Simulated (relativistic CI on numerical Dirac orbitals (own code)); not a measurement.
# W³⁺: resonant inelastic X-ray scattering at the L2,3 edge

Aim: the energy losses and their intensities at the absorption maxima, by the Kramers-Heisenberg formula, for 6 crystal fields.

Program: relativistic CI on numerical Dirac orbitals (own code) version 3. Level of theory: Dirac-Coulomb-Breit CI, KLI orbitals optimised for each configuration, model QED (radiative potential, 1s self-energy scaled to tabulated hydrogen-like ionisation energies), valence Slater integrals scaled by 0.8, Kramers-Heisenberg scattering through one core-hole configuration in a parametric crystal field. These are calculated values, not measurements, unless marked.

### Step 1. Starting point

| Property | Result |
| --- | --- |
| ion | W³⁺ (W IV) |
| nuclear charge | 74 |
| electrons | 71 |
| configurations | [Xe] 4f14 5d3 → [He] 2s2 2p5 3s2 3p6 3d10 4s2 4p6 4d10 4f14 5s2 5p6 5d4 |
| temperature | 10 K |
| core-hole width | 7.5 eV |
| field 1 (cm⁻¹) | D4h, 10Dq = 37650, Ds = -1500, Dt = -150 |
| field 2 (cm⁻¹) | D4h, 10Dq = 37650, Ds = -860, Dt = -150 |
| field 3 (cm⁻¹) | D4h, 10Dq = 37650, Ds = -210, Dt = -150 |
| field 4 (cm⁻¹) | D4h, 10Dq = 37650, Ds = 430, Dt = -150 |
| field 5 (cm⁻¹) | D4h, 10Dq = 37650, Ds = 1070, Dt = -150 |
| field 6 (cm⁻¹) | D4h, 10Dq = 37650, Ds = 1710, Dt = -150 |

### Step 2. Field 1: D4h, 10Dq = 37650, Ds = -1500, Dt = -150

The run's settings:

```ini
atom W  Z=74  charge=3  electrons=71
nucleus A=184  rms_radius_fm=5.3658
hamiltonian dirac-coulomb  breit=on  qed=on  c_scale=1
orbitals kli  potential=per-configuration
slater_scale 0.8
correlation none
mixing on
configurations
  [Xe] 4f14 5d3
  [He] 2s2 2p5 3s2 3p6 3d10 4s2 4p6 4d10 4f14 5s2 5p6 5d4
end
rixs L2,3 T=10 core_hole_width=7.5
crystal_field D4h 10Dq=37650 Ds=-1500 Dt=-150
```

Launch:

```sh
> python run_levels.py task.json out
```

task.json lists these runs, among others, and the program works through them in turn.

Results of the run (chosen fields of its result record, rounded):

```text
status: converged
incident [eV]: [10206.1, 11543.4]
losses [loss_eV, degeneracy, irrep, S, I1, I2]:
  - [1.511e-15, 2, "G6", 1.477, 2093, 261.6]
  - [0.006399, 2, "G7", 1.484, 4.485, 11.59]
  - [1.245, 2, "G6", 0.5419, 19.55, 23.95]
  - [1.473, 2, "G7", 0.5106, 7.81, 3.388]
  - [1.515, 2, "G7", 0.5248, 0.9152, 7.38]
  - [1.558, 2, "G6", 0.5126, 3.975, 6.337]
  - [1.639, 2, "G6", 0.5105, 16.05, 23.32]
  - [2.577, 2, "G7", 0.5404, 17.92, 24.1]
  - [2.717, 2, "G7", 0.5227, 15.95, 21.08]
  - [2.892, 2, "G6", 0.5383, 17.71, 17.79]
  - [4.564, 2, "G7", 1.482, 6.386, 5.273]
  - [4.583, 2, "G6", 1.477, 100, 5.478]
  - [4.596, 2, "G6", 1.478, 72.95, 12.6]
  - [4.759, 2, "G7", 1.485, 33.03, 11.27]
  - [4.831, 2, "G6", 1.474, 48.29, 14.28]
  - [4.893, 2, "G7", 1.477, 22.7, 4.641]
  - [5.477, 2, "G7", 1.475, 30.2, 14.63]
  - [5.516, 2, "G7", 1.471, 6.056, 1.672]
  - [5.531, 2, "G6", 1.399, 23.3, 6.226]
  - [5.643, 2, "G6", 1.423, 37.56, 9.466]
  - [5.825, 2, "G6", 0.5797, 8.161, 5.036]
  - [6.069, 2, "G7", 0.5463, 11.24, 2.737]
  - "... 14 more rows left out ..."
ground_S: 1.47711
```

It took 3 s on 1 thread of AMD EPYC 7R43, shared host.

### Step 3. Field 2: D4h, 10Dq = 37650, Ds = -860, Dt = -150

The settings differ from step 2 so:

```diff
@@ -12,2 +12,2 @@
 rixs L2,3 T=10 core_hole_width=7.5
-crystal_field D4h 10Dq=37650 Ds=-1500 Dt=-150
+crystal_field D4h 10Dq=37650 Ds=-860 Dt=-150
```

Result record:

```text
status: converged
incident [eV]: [10206.1, 11543.4]
losses [loss_eV, degeneracy, irrep, S, I1, I2]:
  - [1.511e-15, 2, "G6", 1.481, 1938, 245.7]
  - [0.002783, 2, "G7", 1.483, 3.699, 9.655]
  - [1.391, 2, "G6", 0.5331, 17.93, 24.82]
  - [1.502, 2, "G7", 0.5251, 1.927, 8.244]
  - [1.55, 2, "G7", 0.5108, 3.764, 1.587]
  - [1.554, 2, "G6", 0.5111, 3.209, 4.804]
  - [1.638, 2, "G6", 0.51, 13.97, 18.54]
  - [2.578, 2, "G7", 0.5356, 22.65, 26.58]
  - [2.645, 2, "G7", 0.5272, 11.38, 15.83]
  - [2.742, 2, "G6", 0.5388, 16.56, 15.91]
  - [4.622, 2, "G7", 1.484, 7.486, 3.821]
  - [4.67, 2, "G6", 1.476, 76.45, 19.17]
  - [4.749, 2, "G6", 1.478, 100, 3.648]
  - [4.831, 2, "G7", 1.483, 47.23, 10.13]
  - [4.884, 2, "G6", 1.481, 24.91, 7.633]
  - [4.902, 2, "G7", 1.478, 20.22, 3.768]
  - [5.534, 2, "G6", 1.4, 26.65, 5.238]
  - [5.557, 2, "G7", 1.459, 12.37, 6.804]
  - [5.585, 2, "G7", 1.483, 12.43, 9.88]
  - [5.635, 2, "G6", 1.441, 30.38, 7.331]
  - [5.984, 2, "G6", 0.5941, 6.363, 3.179]
  - [6.083, 2, "G7", 1.287, 23.49, 4.28]
  - "... 14 more rows left out ..."
ground_S: 1.48097
```

It took 2.9 s on 1 thread of AMD EPYC 7R43, shared host.

### Step 4. Field 3: D4h, 10Dq = 37650, Ds = -210, Dt = -150

The settings differ from step 3 so:

```diff
@@ -12,2 +12,2 @@
 rixs L2,3 T=10 core_hole_width=7.5
-crystal_field D4h 10Dq=37650 Ds=-860 Dt=-150
+crystal_field D4h 10Dq=37650 Ds=-210 Dt=-150
```

Result record:

```text
status: converged
incident [eV]: [10206.1, 11543.3]
losses [loss_eV, degeneracy, irrep, S, I1, I2]:
  - [1.511e-15, 2, "G6", 1.483, 3278, 426.1]
  - [0.0003119, 2, "G7", 1.482, 3.626, 9.73]
  - [1.472, 2, "G7", 0.5297, 13.83, 28.93]
  - [1.48, 2, "G6", 0.5286, 18.87, 35.97]
  - [1.555, 2, "G7", 0.5093, 5.24, 4.614]
  - [1.557, 2, "G6", 0.5092, 5.958, 4.686]
  - [1.638, 2, "G6", 0.5097, 21.62, 25.47]
  - [2.59, 2, "G7", 0.5229, 34.56, 41.12]
  - [2.644, 2, "G6", 0.5401, 26.99, 28.17]
  - [2.655, 2, "G7", 0.5387, 26.07, 28.68]
  - [4.654, 2, "G7", 1.485, 55.19, 9.957]
  - [4.703, 2, "G6", 1.48, 96.69, 23.45]
  - [4.833, 2, "G7", 1.481, 85.92, 16.64]
  - [4.865, 2, "G6", 1.475, 100, 6.616]
  - [4.891, 2, "G7", 1.479, 67.81, 10.72]
  - [4.928, 2, "G6", 1.484, 68.54, 13.4]
  - [5.554, 2, "G6", 1.374, 68.57, 4.263]
  - [5.672, 2, "G7", 1.446, 29.5, 7.806]
  - [5.678, 2, "G6", 1.444, 35.15, 8.151]
  - [5.733, 2, "G7", 1.48, 15.92, 18.62]
  - [5.817, 2, "G7", 1.446, 21.21, 11.63]
  - [5.874, 2, "G6", 1.477, 10.54, 16.69]
  - "... 15 more rows left out ..."
ground_S: 1.48256
```

Run time: 3 s. Hardware: 1 thread of AMD EPYC 7R43, shared host.

### Step 5. Field 4: D4h, 10Dq = 37650, Ds = 430, Dt = -150

The settings differ from step 4 so:

```diff
@@ -12,2 +12,2 @@
 rixs L2,3 T=10 core_hole_width=7.5
-crystal_field D4h 10Dq=37650 Ds=-210 Dt=-150
+crystal_field D4h 10Dq=37650 Ds=430 Dt=-150
```

Result record:

```text
status: converged
incident [eV]: [10206.2, 11543.4]
losses [loss_eV, degeneracy, irrep, S, I1, I2]:
  - [0, 2, "G7", 1.481, 2479, 317.3]
  - [0.001284, 2, "G6", 1.483, 3.619, 9.406]
  - [1.38, 2, "G7", 0.5312, 20.05, 29.58]
  - [1.486, 2, "G6", 0.5243, 4.246, 10]
  - [1.543, 2, "G7", 0.5127, 4.992, 8.244]
  - [1.573, 2, "G6", 0.5098, 6.572, 6.495]
  - [1.631, 2, "G6", 0.5122, 13.69, 19.24]
  - [2.585, 2, "G7", 0.5268, 28.79, 32.41]
  - [2.632, 2, "G6", 0.5398, 18.91, 23.68]
  - [2.767, 2, "G7", 0.5338, 16.02, 18.17]
  - [4.673, 2, "G7", 1.486, 73.51, 12.11]
  - [4.719, 2, "G6", 1.483, 30.16, 7.039]
  - [4.796, 2, "G7", 1.477, 44.34, 10.69]
  - [4.856, 2, "G7", 1.478, 100, 14.57]
  - [4.887, 2, "G6", 1.479, 68.49, 6.167]
  - [4.959, 2, "G6", 1.48, 44.8, 10.88]
  - [5.475, 2, "G6", 1.412, 51.37, 8.551]
  - [5.508, 2, "G7", 1.464, 10.84, 7.268]
  - [5.753, 2, "G6", 1.413, 9.556, 7.813]
  - [5.795, 2, "G6", 1.411, 32.84, 8.097]
  - [5.848, 2, "G7", 1.415, 20.05, 10.15]
  - [5.917, 2, "G7", 1.469, 7.385, 9.597]
  - "... 15 more rows left out ..."
ground_S: 1.4814
```

Run time: 3 s. Hardware: 1 thread of AMD EPYC 7R43, shared host.

### Step 6. Field 5: D4h, 10Dq = 37650, Ds = 1070, Dt = -150

The settings differ from step 5 so:

```diff
@@ -12,2 +12,2 @@
 rixs L2,3 T=10 core_hole_width=7.5
-crystal_field D4h 10Dq=37650 Ds=430 Dt=-150
+crystal_field D4h 10Dq=37650 Ds=1070 Dt=-150
```

Result record:

```text
status: converged
incident [eV]: [10206.1, 11543.4]
losses [loss_eV, degeneracy, irrep, S, I1, I2]:
  - [0, 2, "G7", 1.479, 2158, 273.6]
  - [0.002249, 2, "G6", 1.482, 3.573, 9.001]
  - [1.231, 2, "G7", 0.5347, 19.4, 24.22]
  - [1.424, 2, "G6", 0.5251, 4.564, 6.112]
  - [1.541, 2, "G7", 0.5154, 6.638, 12.04]
  - [1.575, 2, "G6", 0.5095, 10.31, 12.97]
  - [1.621, 2, "G6", 0.5162, 4.61, 8.512]
  - [2.579, 2, "G7", 0.5302, 27.29, 28.68]
  - [2.709, 2, "G6", 0.5373, 16.35, 22.5]
  - [2.93, 2, "G7", 0.5304, 12.07, 15.22]
  - [4.681, 2, "G7", 1.488, 56.8, 11.28]
  - [4.728, 2, "G6", 1.485, 16.02, 3.392]
  - [4.746, 2, "G7", 1.472, 44.46, 9.632]
  - [4.795, 2, "G7", 1.476, 100, 12.7]
  - [4.822, 2, "G6", 1.482, 72.01, 4.837]
  - [4.962, 2, "G6", 1.477, 27.29, 9.3]
  - [5.225, 2, "G7", 1.472, 5.273, 8.248]
  - [5.265, 2, "G6", 1.455, 31.82, 12.81]
  - [5.805, 2, "G6", 1.191, 7.191, 4.597]
  - [5.938, 2, "G6", 1.335, 28.84, 3.903]
  - [6.005, 2, "G7", 1.179, 14.06, 7.309]
  - [6.016, 2, "G6", 0.7009, 10.86, 4.632]
  - "... 14 more rows left out ..."
ground_S: 1.47897
```

Run time: 2.9 s. Hardware: 1 thread of AMD EPYC 7R43, shared host.

### Step 7. Field 6: D4h, 10Dq = 37650, Ds = 1710, Dt = -150

The settings differ from step 6 so:

```diff
@@ -12,2 +12,2 @@
 rixs L2,3 T=10 core_hole_width=7.5
-crystal_field D4h 10Dq=37650 Ds=1070 Dt=-150
+crystal_field D4h 10Dq=37650 Ds=1710 Dt=-150
```

Result record:

```text
status: converged
incident [eV]: [10206.1, 11543.4]
losses [loss_eV, degeneracy, irrep, S, I1, I2]:
  - [1.511e-15, 2, "G7", 1.475, 2307, 289.4]
  - [0.002729, 2, "G6", 1.479, 3.925, 9.648]
  - [1.051, 2, "G7", 0.5421, 20.89, 24.17]
  - [1.299, 2, "G6", 0.5318, 7.729, 9.262]
  - [1.542, 2, "G7", 0.517, 8.961, 15.87]
  - [1.569, 2, "G6", 0.511, 10.89, 16.18]
  - [1.62, 2, "G6", 0.5169, 1.979, 3.164]
  - [2.574, 2, "G7", 0.5327, 29.6, 30.06]
  - [2.85, 2, "G6", 0.5343, 16.96, 25.38]
  - [3.12, 2, "G7", 0.5291, 12.13, 16.56]
  - [4.655, 2, "G7", 1.483, 28.89, 6.846]
  - [4.666, 2, "G6", 1.481, 80.34, 5.997]
  - [4.689, 2, "G7", 1.474, 74.05, 17.03]
  - [4.721, 2, "G7", 1.475, 100, 8.267]
  - [4.743, 2, "G6", 1.489, 9.19, 1.558]
  - [4.924, 2, "G6", 1.472, 36.83, 13.38]
  - [4.969, 2, "G7", 1.475, 17.19, 13.81]
  - [5.091, 2, "G6", 1.467, 21.55, 11.99]
  - [5.794, 2, "G6", 0.666, 5.614, 4.423]
  - [5.901, 2, "G6", 0.8277, 7.335, 3.783]
  - [5.945, 2, "G7", 0.5639, 7.146, 4.419]
  - [6.078, 2, "G6", 1.196, 20.38, 2.874]
  - "... 16 more rows left out ..."
ground_S: 1.47501
```

Wall time 3 s (1 thread of AMD EPYC 7R43, shared host).

### Step 8. The fields side by side

| field | S, thermal mean | first incident energy (eV) | lowest loss over 0.08 eV (eV) | strongest such loss there (eV) | its level |
| --- | --- | --- | --- | --- | --- |
| 1: D4h | 1.48 | 10206.1 | 1.245 | 4.583 | G6, S = 1.5 |
| 2: D4h | 1.48 | 10206.1 | 1.391 | 4.749 | G6, S = 1.5 |
| 3: D4h | 1.48 | 10206.1 | 1.472 | 4.865 | G6, S = 1.5 |
| 4: D4h | 1.48 | 10206.2 | 1.380 | 4.856 | G7, S = 1.5 |
| 5: D4h | 1.48 | 10206.1 | 1.231 | 4.795 | G7, S = 1.5 |
| 6: D4h | 1.48 | 10206.1 | 1.051 | 4.721 | G7, S = 1.5 |

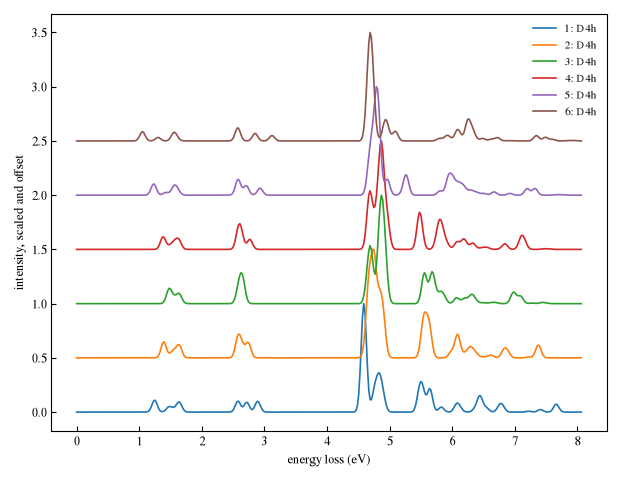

Losses over 0.08 eV at the first incident energy, broadened by 0.1 eV for the drawing.

### Step 9. Results

| quantity | value |
| --- | --- |
| incident energies, field 1 | 10206.1, 11543.4 eV |
| strongest loss over 0.08 eV, field 1 | 4.58 eV |

In field 1 the strongest loss over 0.08 eV at the first resonance is 4.58 eV (G6, S = 1.5). Spin-orbit coupling in the valence shell mixes spin states, so S is only an average. Only the lowest levels kept in the record count, and labels are spin-orbit irreps. Polarisations are summed, and charge-transfer losses are outside the model.
